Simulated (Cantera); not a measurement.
Input: 1 mol n-butane, 4.9 mol H2, 2.4 mol N2, held at 31.0 bar.

Method: chemical equilibrium by Gibbs-energy minimisation in Cantera with the NASA 1993 tables (ideal gas, pure condensed phases). Candidate condensed phases: C, C6H6, C7H8, C8H18; 92 gas species. The ideal-gas law is rough above about 30 bar. Kinetics and transport are ignored.

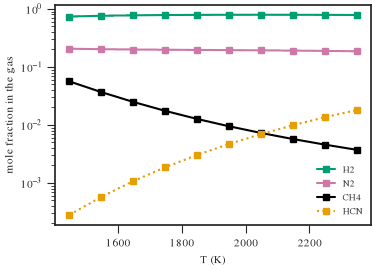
Figure. Equilibrium gas composition (values under 1e-9 drawn at 1e-9)

From 1448 K to 2348 K the condensed part is C(graphite). The main C-bearing gas is CH4 at 1448 K and HCN at 2348 K. The share of C in condensed phases is highest at 1948 K (95.3 %) and lowest at 1448 K (83.5 %).
